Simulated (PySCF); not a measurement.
**CH6Cl2Si2, SMILES `[SiH3][SiH](Cl)CCl`: what the electrons do**

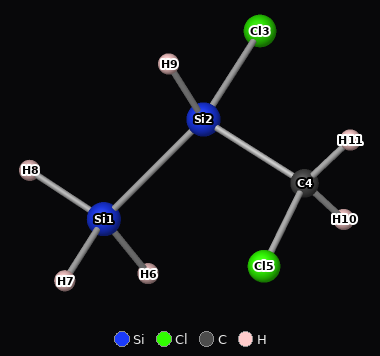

The molecule, with its atoms numbered as below. No frequency check shows the geometry to be a minimum.

Coordinates in Å:

```
Si1     -0.3802   -2.0992   -0.1261
Si2     -0.4647    0.1431    0.4702
Cl3     -2.1751    1.0618   -0.1424
C4       0.9406    1.1280   -0.3951
Cl5      2.5135    0.3918    0.0243
H6      -0.4549   -2.2837   -1.5793
H7       0.8609   -2.7136    0.3425
H8      -1.4991   -2.8383    0.4642
H9      -0.3353    0.4680    1.8949
H10      0.8682    1.1040   -1.4811
H11      0.9927    2.1695   -0.0822
```

### 1. Bonding charge

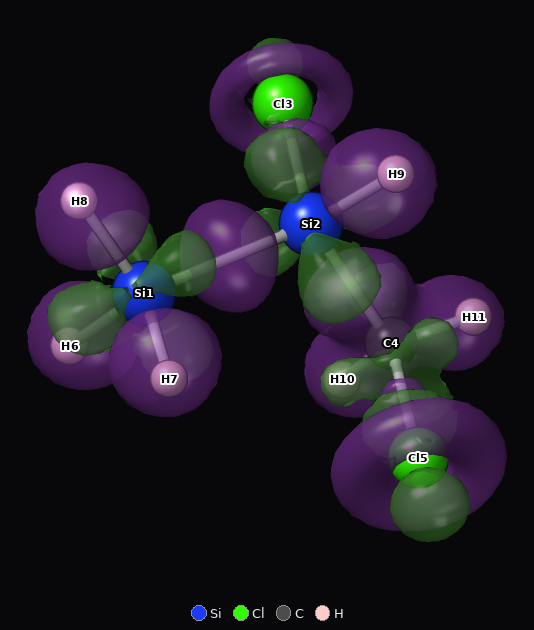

Deformation density (molecule less spherical, spin-averaged free atoms at the same positions), surfaces at ±0.06 e/Å³; purple: gain, green: loss.

Method: BP86/6-31G*; geometry: GFN2-xTB; program: PySCF.

> Describe the bonding that the map shows.

The five largest and four smallest: C4–H10: +0.64 e/Å³ at the bond critical point (bond length 1.09 Å, Mayer order 0.9). C4–H11: +0.64 e/Å³ at the bond critical point (bond length 1.09 Å, Mayer order 0.9). Si2–H9: +0.20 e/Å³ at the bond critical point (bond length 1.47 Å, Mayer order 0.9). Si1–Si2: +0.19 e/Å³ at the bond critical point (bond length 2.32 Å, Mayer order 0.9). Si1–H7: +0.18 e/Å³ at the bond critical point (bond length 1.46 Å, Mayer order 0.9). Si1–H6: +0.17 e/Å³ at the bond critical point (bond length 1.47 Å, Mayer order 0.9). Si2–C4: +0.14 e/Å³ at the bond critical point (bond length 1.92 Å, Mayer order 0.9). C4–Cl5: +0.11 e/Å³ at the bond critical point (bond length 1.79 Å, Mayer order 1.0). Si2–Cl3: +0.04 e/Å³ at the bond critical point (bond length 2.04 Å, Mayer order 1.0); up to 0.6 Å beside the axis the gain reaches +0.16 e/Å³. In all, 2.3 electrons gather in the regions of gain relative to the promolecule. A small or negative value marks a very polar bond, one between electron-rich atoms, whose free-atom densities already overlap strongly, a long bond to a heavier atom, or a closed-shell contact such as a hydrogen bond.

> Where do the Hirshfeld charges lie?

The highest Hirshfeld charge is on Si2 (+0.24 e), the lowest on Cl3 (−0.13 e).

| atom | charge (e) |
| --- | --- |
| Si1 | +0.19 |
| Si2 | +0.24 |
| Cl3 | −0.13 |
| C4 | −0.09 |
| Cl5 | −0.08 |
| H6 | −0.06 |
| H7 | −0.06 |
| H8 | −0.06 |
| H9 | −0.06 |
| H10 | +0.05 |
| H11 | +0.06 |

### 2. Local ionisation energy

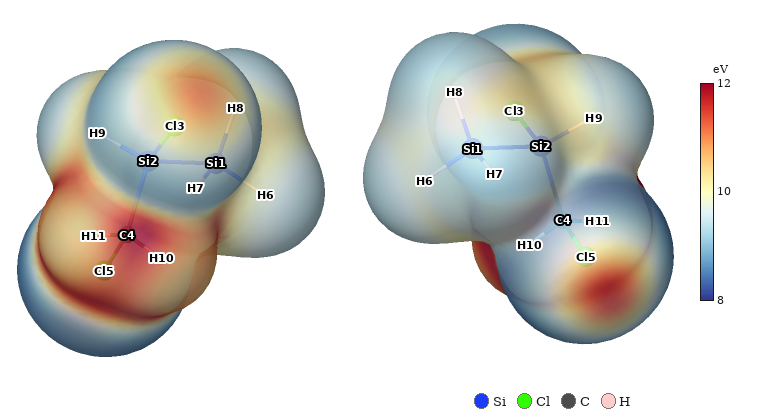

Average local ionisation energy on the surface of electron density 0.001 a.u. (back view left, front view right).

> Where are the most loosely bound electrons on this surface?

The lowest value is 8.5 eV, 2.1 Å from Cl5. Further minima include 8.5 eV, 2.1 Å from Cl5; 9.0 eV, 2.1 Å from Cl3. For comparison, the highest occupied orbital lies at −6.8 eV.

> What volume does the surface enclose, and what is the dipole moment?

About 168 Å³; the dipole moment is 0.3 D.

### 3. Removing or adding an electron

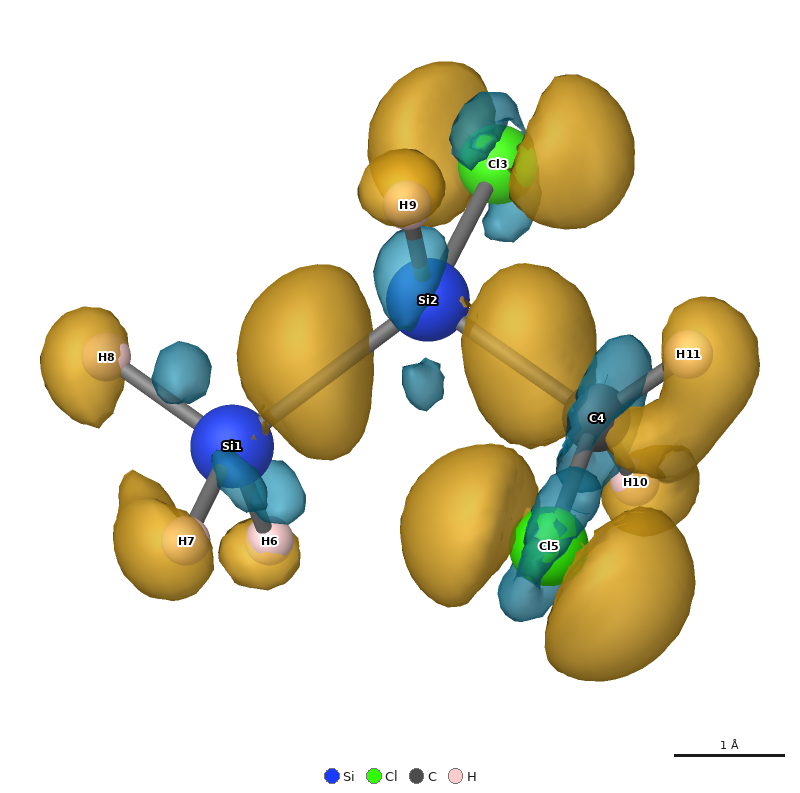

Fukui function f⁻ = ρ(N) − ρ(N−1) at fixed geometry, surfaces at ±0.02 e/Å³ (yellow positive, teal negative).

PySCF calculation, PBE0/def2-SVPD, gas phase; geometry: GFN2-xTB.

> On which atoms does the density change most on removal of an electron?

f⁻ (Hirshfeld-condensed) is largest on Cl5 (0.26) and Cl3 (0.20); the vertical ionisation energy is 10.03 eV (the stability of the cation's solution wasn't checked). Condensed values hint at sites of electrophilic attack but needn't mark the atom that reacts. Orbital relaxation makes it negative in places (0.18 e in all).
